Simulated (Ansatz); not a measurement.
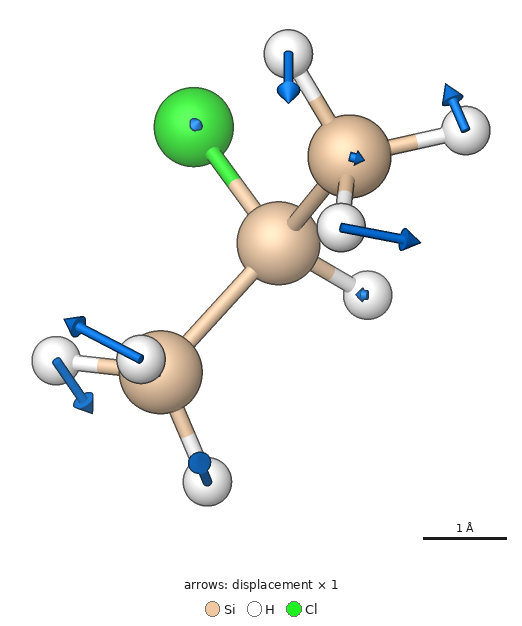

This is a relaxation of Si₃H₇Cl. The starting structure is drawn; blue arrows show the displacements, at their true length. The two geometries are superimposed by the best rigid fit.

The picture is a ball-and-stick view, seen from a free direction.

The run prepares the start of a later molecular dynamics calculation, from a guessed geometry.

Theory: RKS BHLYP/STO-3G (Ansatz). (no spin polarisation; force threshold 0.02 eV/Å; at most 40 steps)

Question: Atoms of which element are displaced furthest, and by how much?

Answer: Hydrogen: up to 1.23 Å, against 0.20 Å for silicon.

Question: Describe the change and its energy.

Answer: The energy falls by 0.214 eV in 19 accepted moves (22 points after the start). The largest force component goes from 1.3 to 0.015 eV/Å. The line search rejected the trial steps at points 5, 10, 19 of the run. The forces were under the threshold at step 17, but the run went on from there. The largest move after the best rigid fit is that of an H atom, 1.23 Å. By element the largest moves are H 1.23 Å, Si 0.20 Å, Cl 0.16 Å. Among the contacts that change: Si–Si 2.218 → 2.255 Å, H–Si 1.460 → 1.432 Å, Cl–Si 2.130 → 2.117 Å. Among the angles between lasting bonds that change: Si–Si–Si 109.5° → 115.9°, H–Si–Cl 109.4° → 104.1°. Groups turn about Si–Si by about 50°, Si–Si by about 35°.

Limits of the set-up: STO-3G is a minimal basis, so the numbers are rough.
